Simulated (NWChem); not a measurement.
# UBP86/pcseg-0 run of CH3BF (SMILES C[B]F)

Aim: the vertical ionisation energy of CH3BF at UBP86/pcseg-0, from 2 runs. 

The calculation is run with NWChem 7.3.0.

4 further runs of the same task are left out: 1 that didn't finish, 3 set aside as unsound or not needed.

## Step 1: Starting point

The species is CH3BF (6 atoms), meant as a doublet with charge 0. As SMILES, `C[B]F`. The shape is that of a PBE0-D4/def2-TZVP optimisation.

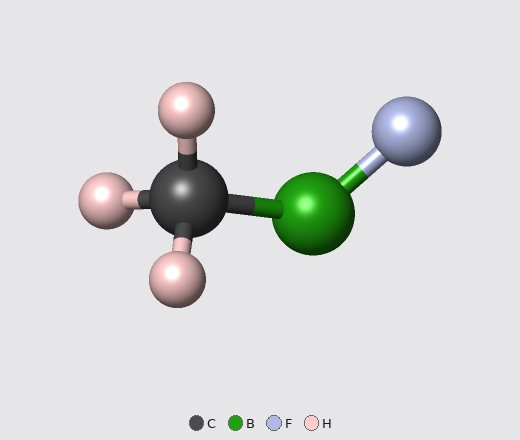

Viewed from a chosen angle; carbon dark grey, boron green, fluorine light blue, hydrogen pink.

## Step 2: The energy at UBP86/pcseg-0

Input file sp.xyz:

```xyz
6
CH3BF
C     -0.303700     0.310500    -0.173700
B      0.287400    -1.067600     0.235500
F      1.486600    -1.228900     0.739300
H     -1.223500     0.495700     0.389500
H      0.393200     1.138600    -0.009600
H     -0.597900     0.287900    -1.227200
```

Input file sp.nw:

```
start sp
title "CH3BF"
memory 2200 mb

geometry units angstroms noautosym nocenter noautoz
   load sp.xyz
end

basis spherical bse
   * library pcseg-0
end

dft
   xc becke88 perdew86
   mult 2
   grid fine
   convergence energy 1e-08
   iterations 100
   mulliken
   print low
end

task dft energy
```

On the command line:

```
$ nwchem sp.nw > sp.out
```

What it wrote:

```text
[...]
 d= 0,ls=0.0,diis     1   -164.0762875937 -2.22D+02  2.42D-02  1.03D-01     0.6
[...]
 d= 0,ls=0.0,diis    10   -164.1413166621 -2.93D-09  2.43D-06  2.66D-09     3.7
[...]
         Total DFT energy =     -164.141316662092
      One electron energy =     -338.142076955489
           Coulomb energy =      137.366549655056
    Exchange-Corr. energy =      -20.950727440186
 Nuclear repulsion energy =       57.584938078526
[...]
      Total Density - Mulliken Population Analysis
     ---------------------------------------------
    Atom       Charge   Shell Charges
 -----------   ------   -------------------------------------------------------
    1 C    6     6.97   1.98  0.82  0.64  1.52  2.02
    2 B    5     4.51   1.98  0.71  0.36  0.97  0.48
    3 F    9     9.25   1.98  1.04  0.92  2.44  2.86
    4 H    1     0.75   0.57  0.18
    5 H    1     0.77   0.57  0.20
    6 H    1     0.75   0.57  0.18
[...]
      <S2> =      0.7512 (Exact =     0.7500)
[...]
```

Wall time 4.5 s (1 thread of Intel Xeon Platinum 8375C at 2.90GHz (Ice Lake), shared host); peak memory 0.12 GiB.

## Step 3: The singlet cation

Input file ch3bf.xyz:

```xyz
6
CH3BF
C     -0.303700     0.310500    -0.173700
B      0.287400    -1.067600     0.235500
F      1.486600    -1.228900     0.739300
H     -1.223500     0.495700     0.389500
H      0.393200     1.138600    -0.009600
H     -0.597900     0.287900    -1.227200
```

Input file ch3bf.nw:

```
start ch3bf
title "CH3BF"
memory stack 880 mb heap 220 mb global 1100 mb
charge 1
geometry units angstroms noautosym nocenter noautoz
  load format xyz ch3bf.xyz
end
basis "ao basis" spherical bse
  * library pcseg-0
end
dft
  xc becke88 perdew86
  mult 1
  grid fine
  convergence energy 1e-08
  maxiter 100
  mulliken
  noprint "final vectors analysis"
end
task dft energy
```

On the command line:

```
$ nwchem ch3bf.nw > ch3bf.out
```

What it wrote:

```text
[...]
          Wavefunction type:  closed shell.
          No. of atoms     :     6
          No. of electrons :    22
[...]
          Charge           :     1
          Spin multiplicity:     1
[...]
          AO basis - number of functions:    33
[...]
              XC Information
              --------------
                    Becke 1988 Exchange Functional  1.000
                Perdew 1981 Correlation Functional  1.000 local
                Perdew 1986 Correlation Functional  1.000 non-local
[...]
 d= 0,ls=0.0,diis     1   -163.6074234826 -2.21D+02  8.10D-02  2.22D+00     0.4
[...]
 d= 0,ls=0.0,diis    11   -163.8331895780 -1.76D-09  6.36D-07  9.89D-10     2.4
         Total DFT energy =     -163.833189578047
      One electron energy =     -331.337901601101
           Coulomb energy =      130.500643538187
    Exchange-Corr. energy =      -20.580869593658
 Nuclear repulsion energy =       57.584938078526
[...]
      Total Density - Mulliken Population Analysis
     ---------------------------------------------
    Atom       Charge   Shell Charges
 -----------   ------   -------------------------------------------------------
    1 C    6     7.03   1.98  0.84  0.69  1.51  2.01
    2 B    5     3.96   1.98  0.79  0.02  0.86  0.31
    3 F    9     9.10   1.98  1.07  0.91  2.40  2.73
    4 H    1     0.64   0.55  0.09
    5 H    1     0.62   0.54  0.08
    6 H    1     0.64   0.55  0.09
[...]
```

Wall time 3 s (1 thread of Intel Xeon Platinum 8375C at 2.90GHz (Ice Lake), shared host); peak memory 0.12 GiB.

## Step 4: Summary of results

Level: UBP86/pcseg-0.

```
                                          quantity          value
                       doublet CH3BF: total energy  -164.14132 Eh
                               doublet CH3BF: ⟨S²⟩          0.751
                      singlet cation: total energy  -163.83319 Eh
vertical ionisation energy (to the singlet cation)       8.385 eV
```

Removing an electron at fixed nuclei costs 8.38 eV (809 kJ/mol). Only the singlet of the ionised species was computed; a triplet could lie lower. Mulliken charges (doublet CH3BF) run from -0.97 on C1 to +0.49 on B2; they depend strongly on the basis. Mulliken charges (singlet cation) run from -1.03 on C1 to +1.04 on B2; they depend strongly on the basis.
